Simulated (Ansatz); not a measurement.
```xyz
6

Sn    0.0000    0.0000   -0.2151
H     0.0030    0.0000    2.4757
H     1.6357    0.0000   -0.7335
H    -0.8175    1.4164   -0.7346
H    -0.8175   -1.4164   -0.7346
F    -0.0020    0.0000    3.4038
```

Core potentials replace the inner electrons of Sn.

Method: UKS PBE0-D4/def2-SVP (Ansatz 0.2.0).

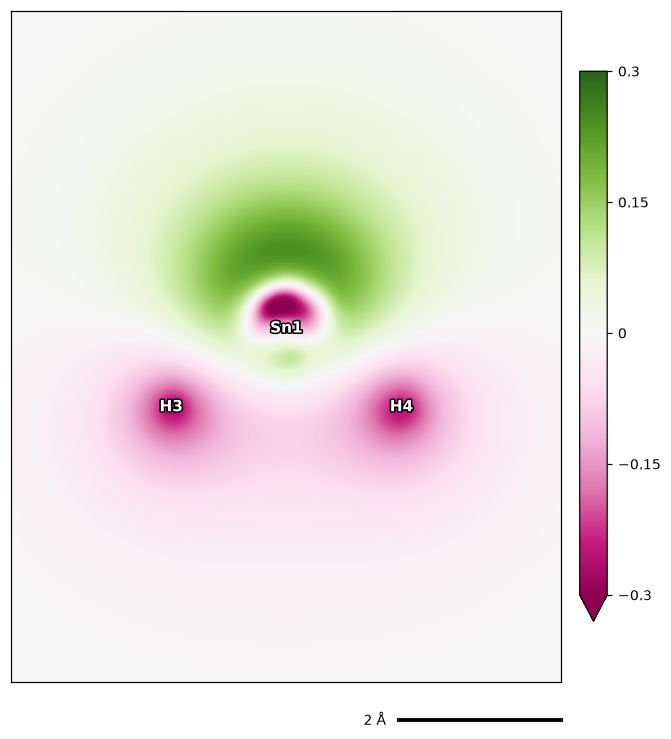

H3Sn···HF (doublet). The LUMO (β) on the plane of atoms H3, Sn1 and H4 (values in Å⁻³ᐟ²; the overall sign is arbitrary).

Question: Where does this orbital lie, and at what energy?

Answer: Its weight (Hirshfeld) is mainly on Sn1 (about 70 %) and H2 (about 10 %). Its energy is −3.72 eV.
